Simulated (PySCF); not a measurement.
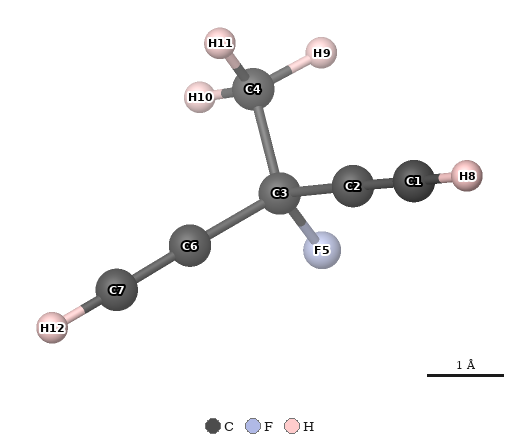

Figure 1. The input geometry (ball-and-stick view, seen at a tilt; atoms are numbered from 1 in the order of the input). Bond lengths as drawn: C–C 1.20 to 1.53 Å, C–F 1.40 Å and C–H 1.05 to 1.09 Å.

C$_{6}$H$_{5}$F: excited-state calculation

The run: excited-state calculation of C$_{6}$H$_{5}$F, SMILES C#CC(C)(F)C#C. Method and program: TDDFT PBE0/def2-SVPD, vertical, gas phase, core orbitals frozen in the response (PySCF 2.14.0).

The geometry comes from this level: GFN2-xTB. It belongs to a series of runs on one base structure; here: constitutional isomer.

The program's output
```
coarse grid: 10704 points
cycle   1  E = -330.5878577855  dE =  9.328e-01  |g| = 6.114e-01  |ddm| = 1.050e+01
cycle   2  E = -330.5451754140  dE =  4.268e-02  |g| = 8.067e-01  |ddm| = 2.743e+00
cycle   3  E = -330.6596085871  dE = -1.144e-01  |g| = 1.766e-01  |ddm| = 1.284e+00
cycle   4  E = -330.6659326065  dE = -6.324e-03  |g| = 7.379e-02  |ddm| = 3.147e-01
cycle   5  E = -330.6671439529  dE = -1.211e-03  |g| = 2.425e-02  |ddm| = 1.333e-01
cycle   6  E = -330.6672668615  dE = -1.229e-04  |g| = 4.141e-03  |ddm| = 3.984e-02
cycle   7  E = -330.6672707197  dE = -3.858e-06  |g| = 7.669e-04  |ddm| = 1.239e-02
final grid: 105712 points
cycle   8  E = -330.7185984781  dE = -2.989e-05  |g| = 6.487e-03  |ddm| = 1.638e-01
cycle   9  E = -330.7185912524  dE =  7.226e-06  |g| = 9.189e-03  |ddm| = 2.603e-02
cycle  10  E = -330.7186075557  dE = -1.630e-05  |g| = 1.775e-03  |ddm| = 1.251e-02
cycle  11  E = -330.7186081798  dE = -6.241e-07  |g| = 6.244e-04  |ddm| = 3.052e-03
cycle  12  E = -330.7186082741  dE = -9.431e-08  |g| = 1.340e-04  |ddm| = 9.676e-04
cycle  13  E = -330.7186082779  dE = -3.745e-09  |g| = 3.118e-05  |ddm| = 2.900e-04
cycle  14  E = -330.7186082781  dE = -2.353e-10  |g| = 7.082e-06  |ddm| = 8.565e-05
```

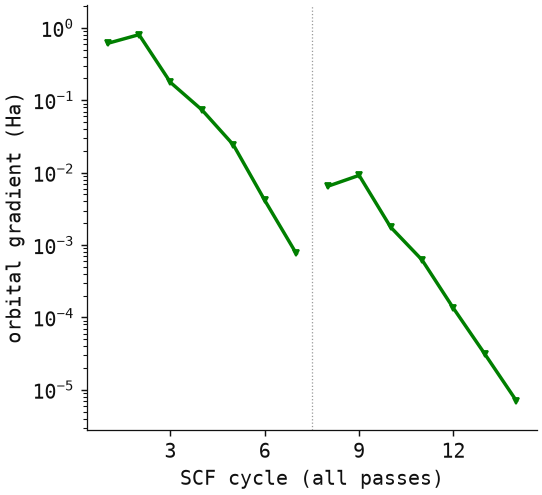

Figure 2. Convergence of the self-consistent field: orbital gradient against the SCF cycle. The dotted line marks the change from a coarse to the final integration grid. The first 7 cycles use a coarse grid, the final grid takes over at cycle 8, and the field converges after 14 cycles in all.

```
converged SCF energy = -330.7186082781

Static polarisability (au): isotropic 67.590, principal 51.791 66.865 84.115

Singlet excitations
state   eV       nm        f      main configurations
  1   5.9940    206.8   0.00476   H->L 0.75, H-2->L 0.15
  2   6.2391    198.7   0.00194   H-1->L 0.84
  3   6.4862    191.2   0.01396   H-2->L 0.58, H->L+1 0.24
  4   6.8353    181.4   0.00972   H-2->L+1 0.51, H->L+1 0.31
  5   6.8874    180.0   0.00468   H-3->L 0.49, H-1->L+1 0.28, H->L+3 0.14
  6   7.1901    172.4   0.00422   H-3->L+1 0.51, H->L+3 0.14, H-1->L+1 0.12
  7   7.7415    160.2   0.02086   H->L+2 0.55, H->L+1 0.20, H-2->L+1 0.11
  8   7.9222    156.5   0.05343   H->L+3 0.38, H-3->L 0.30, H-1->L+1 0.12

Triplet excitations (Tamm-Dancoff, eV): 5.0486 5.3092 5.5144
```

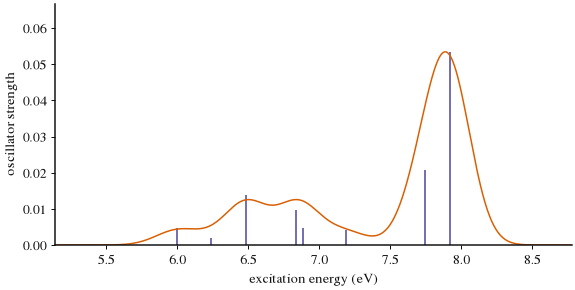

Figure 3. Computed excitations as sticks (degenerate states added up, dark ones marked on the axis), with a Gaussian envelope of 0.35 eV full width at half maximum, scaled to the tallest. Of the 8 states the lowest lies at 5.99 eV (f = 0.005); the strongest line is at 7.92 eV, or 157 nm (f = 0.053).

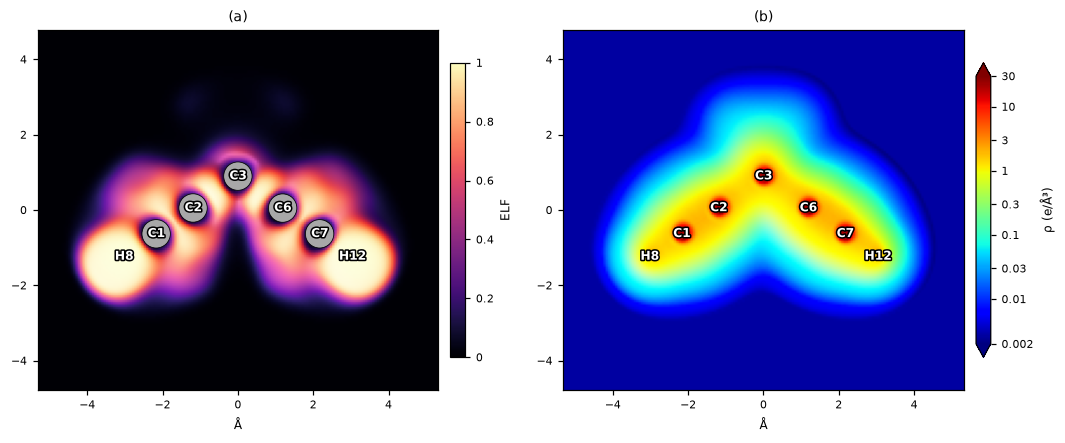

Figure 4. (a) ELF; (b) electron density on the plane of atoms C2, C3 and C6. Grey discs, where drawn, cover atomic cores. Atoms in the plane: C and H. C–C (1.20 Å): ρ is about 2.7 e/Å³ halfway; the ELF peaks at about 0.80 between the atoms; a double or triple bond.

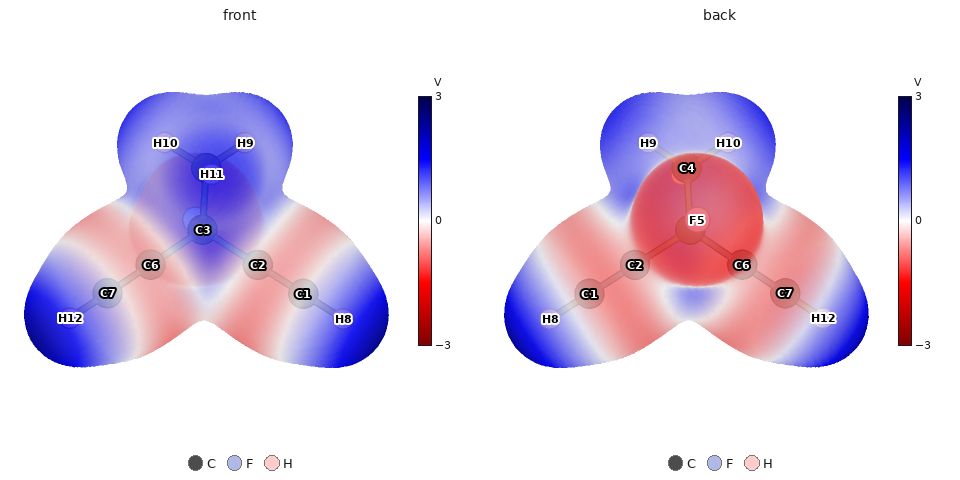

Figure 5. The electrostatic potential painted on the density surface at 0.004 e/bohr³, seen face on and from behind; the colour scale runs from red (negative) to blue (positive). Its dipole moment is 2.00 D.

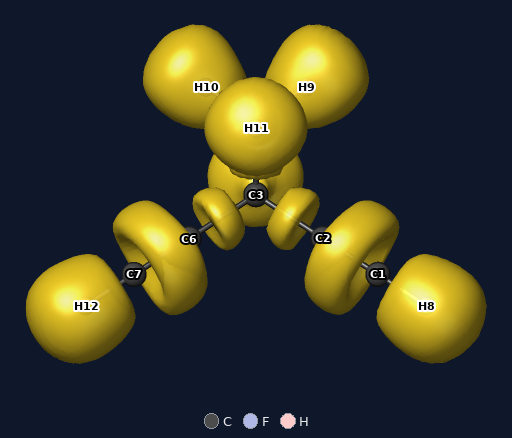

Figure 6. Isosurface of the electron localisation function at 0.75 (yellow), seen face on. Only the valence region is drawn (cores and ρ < 0.01 e/Å³ removed). Values along the shortest contacts: C–C (1.20 Å): the ELF peaks at about 0.80 between the atoms (a multiple bond by its length, whose ELF region spreads away from the axis). C–F (1.40 Å): the ELF peaks at about 0.85 between the atoms (a polar covalent bond).

This output came from the following input.

The input
```
{"job": {"kind": "uv", "xc": "PBE0", "basis": "def2-SVPD", "nstates": 8, "ntriplets": 3}, "charge": 0, "multiplicity": 1}
C      2.247731     0.010753    -1.093510
C      1.214349    -0.191213    -0.525770
C     -0.037483    -0.460613     0.175170
C     -1.237380    -0.332425    -0.766328
F     -0.007029    -1.774115     0.661060
C     -0.156640     0.452801     1.307712
C     -0.255166     1.178500     2.253553
H      3.147860     0.199896    -1.598363
H     -1.128777    -1.034149    -1.590768
H     -2.151466    -0.556648    -0.220356
H     -1.289711     0.680155    -1.158231
H     -0.345091     1.826373     3.073934
```

The first line tells a small driver script what to run in PySCF; the rest is the geometry in Å.

Launch command:
```bash
OMP_NUM_THREADS=1 python <driver script> task.json out
```

Results in brief

- outcome: converged
- total energy: −330.718608 hartree
- HOMO: −8.20 eV
- LUMO: −0.48 eV
- dipole moment: 2.00 D
- mean polarisability: 67.59 a.u.
- lowest singlet excitation: 5.99 eV
- hardware: 1 CPU thread, shared host
- wall time: 52 s
- peak memory: 0.72 GiB
